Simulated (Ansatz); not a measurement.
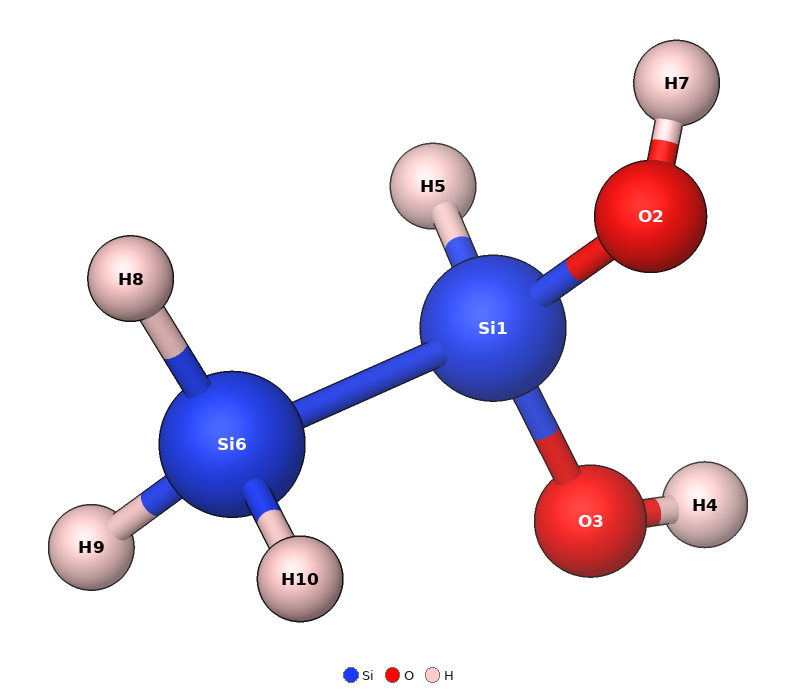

The atoms are numbered. The geometry was computed by an optimisation with PBE0-D4/def2-TZVP.

Give the bond lengths.

| bond | length (Å) |
| --- | --- |
| Si1–O2 | 1.650 |
| Si1–O3 | 1.642 |
| Si1–H5 | 1.496 |
| Si1–Si6 | 2.339 |
| O2–H7 | 0.958 |
| O3–H4 | 0.959 |
| Si6–H8 | 1.489 |
| Si6–H9 | 1.488 |
| Si6–H10 | 1.487 |
